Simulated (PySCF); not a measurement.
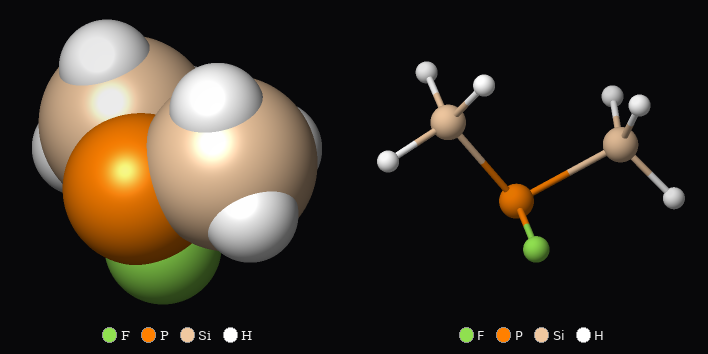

Two views of one molecule.

The geometry was computed by an optimisation with GFN2-xTB. No frequency run is at hand to confirm it as a minimum.

Which formula does it have?

FH₆PSi₂, 10 atoms: 1 fluorine, 6 hydrogen, 1 phosphorus and 2 silicon.

What is the point group of this geometry?

Cs.

How many bonds of each kind are drawn?

6 Si–H, 2 P–Si, 1 F–P.
